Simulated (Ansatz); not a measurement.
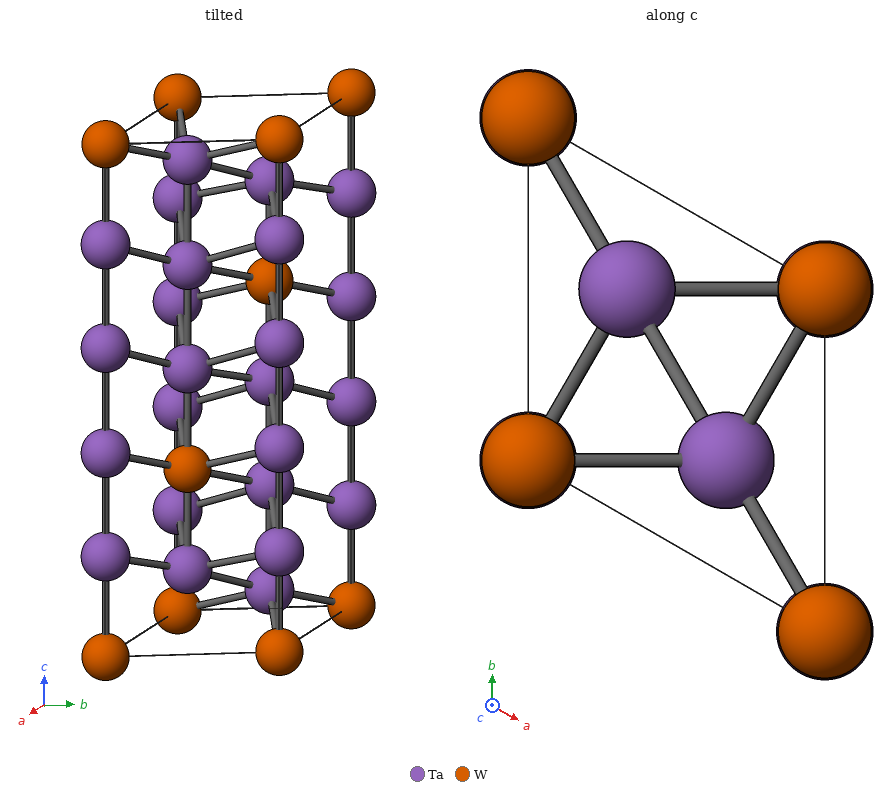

Drawn in the ball-and-stick manner and seen slightly off an axis and along the c axis. The wireframe shows the conventional unit cell.

Ta4W, space group R-3m (No. 166), a = 4.646 Å, b = 4.646 Å, c = 14.264 Å, α = 90.00°, β = 90.00°, γ = 120.00°. The structure comes from a structure type filled with these elements by a generator (whether the compound takes this form wasn't checked). Earlier steps of the study may have refined or changed the cell and positions. It was run through Ansatz as a DFT input.

This one geometry was computed with Ansatz (DFT, plane waves, PAW) at three levels of theory: PBE, LDA and r2SCAN.

Q: Which level gives the highest pressure at this volume, and what does that say about its equilibrium volume?

A: Highest: PBE (0.0 GPa), which points to the largest equilibrium volume. Lowest, with the smallest volume: LDA (-12.2 GPa). Levels within 0.5 GPa of each other can't be told apart.

Q: How does the band gap change with the level of theory?

A: All levels give a metal.

Q: Collect the results in a table.

A:
| level | cutoff (eV) | k-mesh of the run's cell | gap (eV) | pressure (GPa) |
| --- | --- | --- | --- | --- |
| PBE | 420 | 12×12×12 | metal | 0.0 |
| LDA | 420 | 12×12×12 | metal | -12.2 |
| r2SCAN | 500 | 12×12×12 | metal | -3.1 |

Gaps are taken on the k-mesh or band path of each run.
